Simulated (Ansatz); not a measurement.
GaN (wurtzite)

```yaml
crystal:
  lattice:
    - [3.21861, 0.00000, 0.00000]
    - [-1.60931, 2.78740, 0.00000]
    - [0.00000, 0.00000, 5.24355]
  atoms:
    - { symbol: Ga, position: [0.66667, 0.33333, 0.00096] }
    - { symbol: Ga, position: [0.33333, 0.66667, 0.50096] }
    - { symbol: N, position: [0.66667, 0.33333, 0.62424] }
    - { symbol: N, position: [0.33333, 0.66667, 0.12424] }
```

This relaxed cell (volume V₀) is scaled evenly in all directions, its shape held. The atoms relax within the cell's symmetry.

All values below come from PBE (plane waves to 420 eV, PAW, scalar-relativistic; Ansatz, a first-principles code). k mesh 12×12×6 (Γ-centred), Fermi-Dirac smearing 0.05 eV. E stands for the smeared free energy. With the shape held, the modulus is that of even scaling; a crystal free to change shape is softer. GaN was relaxed with its symmetry unable to fall. The PAW data are Ansatz's earlier set. ΔE is measured from the relaxed starting cell.

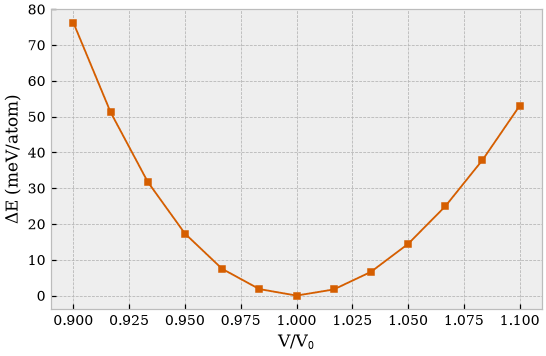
ΔE (meV/atom) against V/V₀; markers are the computed points, lines only join them.

Problem. What is ΔE at V/V₀ = 1.100?

Solution. About 53 meV/atom.

Problem. What is ΔE at V/V₀ = 0.900?

Solution. About 76 meV/atom.

Problem. What bulk modulus at fixed cell shape B₀ follows from a third-order Birch-Murnaghan fit?

Solution. About 170 GPa.

(Under strain, the slope of the energy per volume gives the stress and its curvature an elastic modulus.)
